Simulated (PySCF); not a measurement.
CH₆ClFPSi₂ (doublet)

```yaml
atoms:
  - { symbol: F, position_ang: [3.1345, -0.0866, 0.3947] }
  - { symbol: C, position_ang: [1.9297, 0.5460, 0.3135] }
  - { symbol: Cl, position_ang: [1.9993, 1.6999, -1.0499] }
  - { symbol: Si, position_ang: [0.5194, -0.7298, -0.0375] }
  - { symbol: Si, position_ang: [-1.4866, 0.4363, -0.2840] }
  - { symbol: P, position_ang: [-3.1266, -1.0120, -0.6212] }
  - { symbol: H, position_ang: [1.8331, 1.1415, 1.2251] }
  - { symbol: H, position_ang: [0.5916, -1.6544, 1.1038] }
  - { symbol: H, position_ang: [0.9817, -1.4566, -1.2204] }
  - { symbol: H, position_ang: [-1.7466, 1.2635, 0.9061] }
  - { symbol: H, position_ang: [-1.4971, 1.3317, -1.4431] }
  - { symbol: H, position_ang: [-3.1312, -1.4801, 0.6869] }
```

Geometry: GFN2-xTB.

Level of theory: UKS B3LYP, pcH-1 on C Cl F H P Si, non-relativistic, mean-field spin-orbit, GIAO in PySCF 2.14.0, density-fitted response routines.

Q: What will maps of the electron density, electron localisation function and spin density show?

A: C–F (1.36 Å): ρ is about 2.2 e/Å³ halfway, with its minimum of 1.7 e/Å³ about 0.5 Å from C; the ELF peaks at about 0.85 between the atoms, as expected for a polar covalent bond.
C–Si (1.93 Å): ρ at the midpoint is about 0.91 e/Å³; the ELF peaks at about 1 between the atoms; localised, covalent bonding.
Si–P (2.21 Å): the density is about 0.77 e/Å³ at the midpoint; the ELF peaks at about 0.95 between the atoms; a shared electron pair.
Si–Si (2.33 Å): the density is about 0.65 e/Å³ at the midpoint; the ELF peaks at about 1 between the atoms: a shared electron pair.
The unpaired spin (1 electron) lies mostly on P6 (about 0.8), in electrons by Hirshfeld's partition.

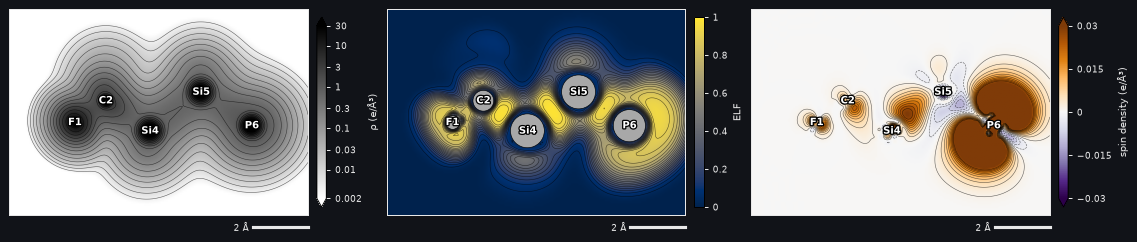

Computed electron density, electron localisation function and spin density on the plane of atoms F1, C2 and Si4, in this order. Grey discs cover the atomic cores in the ELF map. 
